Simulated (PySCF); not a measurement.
# CH11ClSi4: electronic excitations

Wanted: the electronic excitations of CH11ClSi4 (`[SiH3]C[Si@H]([SiH3])[SiH2]Cl`), by calculation.

Programs: PySCF 2.14.0, with density-fitted response routines of our own. Each step states its level of theory. These are calculated values for one molecule in the gas phase, unless marked as measured. Atoms count from 0, in the outputs and in this text.

## 1. Starting geometry

17 atoms, charge 0, multiplicity 1; geometry from: GFN2-xTB.

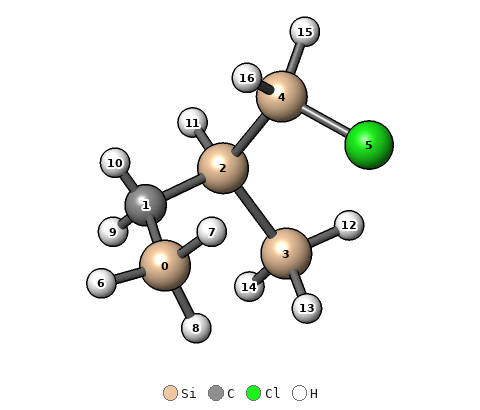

The starting geometry (silicon light orange, carbon grey, chlorine green, hydrogen white), atoms numbered.

## 2. Ultraviolet spectrum: CAM-B3LYP/def2-SVPD

The job: settings as JSON, then the geometry in Å.

```
{"job": {"kind": "uv", "xc": "CAM-B3LYP", "basis": "def2-SVPD", "nstates": 8, "ntriplets": 3}, "charge": 0, "multiplicity": 1}
Si    -1.737774    -1.259273     0.913897
C     -0.965288    -0.970986    -0.798681
Si     0.530046     0.226807    -0.869874
Si     2.338633    -0.587312     0.346397
Si    -0.223362     2.359628    -0.332649
Cl     0.409505     2.808807     1.551500
H     -2.950759    -2.072255     0.781541
H     -2.085629     0.033337     1.510043
H     -0.777803    -1.966451     1.764555
H     -0.661967    -1.933715    -1.211750
H     -1.739595    -0.592769    -1.468093
H      0.889049     0.280363    -2.310765
H      3.416992     0.403764     0.401886
H      1.992491    -0.921105     1.729787
H      2.926789    -1.799253    -0.235696
H      0.306040     3.435553    -1.175891
H     -1.674367     2.566890    -0.307194
```

With the program's defaults for keys left out, this is: TDDFT CAM-B3LYP/def2-SVPD, vertical, gas phase, core orbitals frozen in the response.

Run with:

```sh
$ OMP_NUM_THREADS=1 python probes_run.py task.json out
```

This one command runs all jobs of the session in turn.

The program printed:

```text
coarse grid: 16032 points
cycle   1  E = -1662.1592345005  dE =  1.365e-02  |g| = 3.675e-01  |ddm| = 4.730e+00
cycle   2  E = -1662.1750913609  dE = -1.586e-02  |g| = 3.097e-01  |ddm| = 1.012e+00
cycle   3  E = -1662.2022121250  dE = -2.712e-02  |g| = 3.870e-02  |ddm| = 4.624e-01
cycle   4  E = -1662.2026527591  dE = -4.406e-04  |g| = 1.750e-02  |ddm| = 1.079e-01
cycle   5  E = -1662.2027476125  dE = -9.485e-05  |g| = 3.142e-03  |ddm| = 3.107e-02
cycle   6  E = -1662.2027506346  dE = -3.022e-06  |g| = 5.461e-04  |ddm| = 6.872e-03
final grid: 129752 points
cycle   7  E = -1662.4038319751  dE = -1.193e-05  |g| = 1.864e-03  |ddm| = 3.749e-02
cycle   8  E = -1662.4038322003  dE = -2.252e-07  |g| = 1.696e-03  |ddm| = 5.881e-03
cycle   9  E = -1662.4038329604  dE = -7.601e-07  |g| = 1.838e-04  |ddm| = 2.156e-03
cycle  10  E = -1662.4038329701  dE = -9.756e-09  |g| = 6.871e-05  |ddm| = 3.725e-04
cycle  11  E = -1662.4038329716  dE = -1.497e-09  |g| = 1.110e-05  |ddm| = 1.441e-04
cycle  12  E = -1662.4038329717  dE = -5.275e-11  |g| = 4.151e-06  |ddm| = 2.806e-05
converged SCF energy = -1662.4038329717

Static polarisability (au): isotropic 136.241, principal 126.363 139.365 142.997

Singlet excitations
state   eV       nm        f      main configurations
  1   6.1578    201.3   0.04015   H->L 0.90
  2   6.5877    188.2   0.00726   H->L+1 0.82
  3   6.9083    179.5   0.06737   H-1->L 0.67, H-2->L 0.15
  4   6.9395    178.7   0.01629   H-2->L 0.52, H-1->L 0.15, H-3->L 0.14
  5   7.1443    173.5   0.01558   H-1->L+1 0.42, H-3->L 0.36
  6   7.2817    170.3   0.15499   H->L+2 0.69, H-3->L 0.08
  7   7.3523    168.6   0.08651   H-1->L+1 0.24, H-2->L 0.17, H-3->L 0.17
  8   7.5393    164.5   0.06222   H-2->L+1 0.56, H-3->L+1 0.12

Triplet excitations (Tamm-Dancoff, eV): 5.4721 5.9638 6.1670
```

Run time: 58 s. Hardware: 1 thread of Arm Neoverse V2, shared host; peak memory 1.1 GiB.

The orbitals next to the gap, with their largest atomic shares:

```
orbital      eV                         atoms
 HOMO−3  -10.28   Cl5 44 %, C1 12 %, Si4 11 %
 HOMO−2  -10.04   C1 21 %, Cl5 18 %, Si2 13 %
 HOMO−1   -9.83   Si2 28 %, Si3 26 %, C1 14 %
   HOMO   -9.34  Cl5 25 %, Si4 24 %, Si2 23 %
   LUMO    0.04  Si4 26 %, Si2 21 %, Si3 14 %
 LUMO+1    0.46    Si2 22 %, Si4 14 %, C1 9 %
 LUMO+2    0.91  Si2 20 %, Si4 18 %, Si3 17 %
```

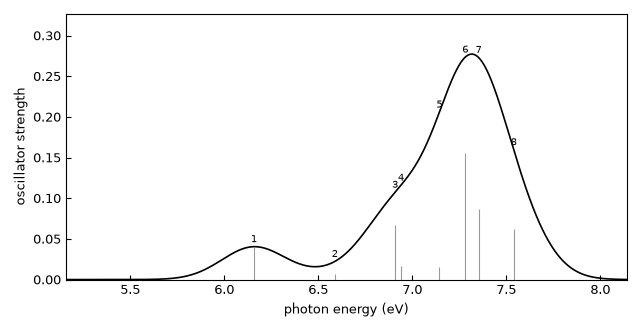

Absorption spectrum from the 8 singlet states computed; above the last one it falls off for lack of states. Lines are broadened to a width of 0.40 eV (Gaussian).

Ground-state properties from the same run:

```
           property  computed
  dipole moment (D)      2.18
polarisability (Å³)     20.19
 HOMO–LUMO gap (eV)      9.38
      −ε(HOMO) (eV)      9.34
```

## 3. Results

| quantity | value |
| --- | --- |
| lowest singlet (CAM-B3LYP/def2-SVPD) | 6.16 eV (201 nm), f = 0.040 |
| brightest single state of those computed | state 6, 7.28 eV, f = 0.155 |
| lowest triplet | 5.47 eV |

**Reading.** The lowest singlet, at 6.16 eV, is HOMO→LUMO 0.90 and is weak; of the 8 states computed, the strongest absorption comes from state 6 at 7.28 eV (the last state computed is bright too, and its partners may lie past the list). The lowest triplet lies 0.69 eV below the lowest singlet (triplets in Tamm-Dancoff, singlets in full TDDFT).
